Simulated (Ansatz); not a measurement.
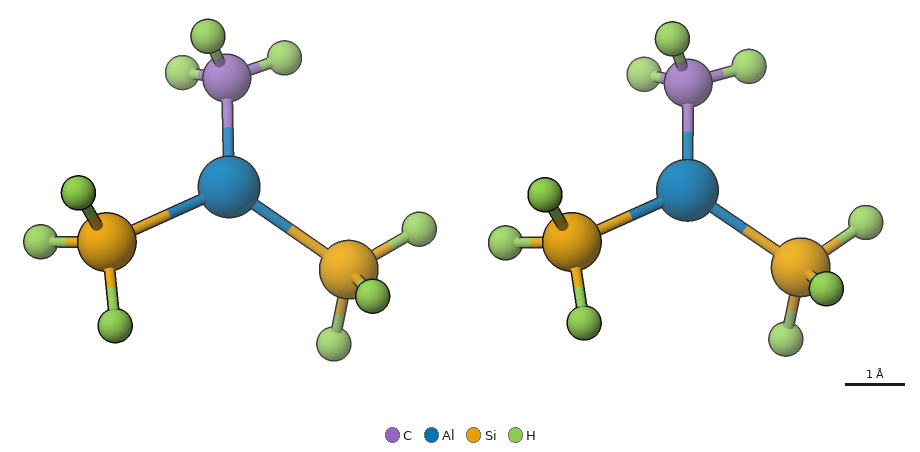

Two geometries of CH9AlSi2 (coarse preliminary run), drawn at one scale. One is the start of a relaxation, the other its converged end. A ball-and-stick model, seen at a tilt.

The calculation used Ansatz 0.2.0, RKS PBE-D4/def2-SVP. Set-up: force threshold 0.03 eV/Å; at most 200 steps.

Q: Which one is relaxed?

A: The left one is the relaxed one. The start comes from a force field. The atom that moves furthest after the best rigid fit is an H atom (0.25 Å). By element the largest moves are H 0.25 Å, Si 0.17 Å, C 0.10 Å, Al 0.06 Å. Among the contacts that change: Al–Si 2.321 → 2.468 Å, H–Si 1.375 → 1.512 Å, C–H 1.153 → 1.108 Å, Al–C 1.930 → 1.970 Å. Among the angles between lasting bonds that change: Al–Si–H 108.9° → 114.0°, H–Si–H 110.9° → 106.3°, Al–Si–H 113.8° → 110.9°. After 4 geometry steps the energy has fallen by 0.497 eV. Largest force component: 2.8 eV/Å at the start, 0.018 eV/Å at the end. The run took of the order of 10 core-seconds on a shared host.
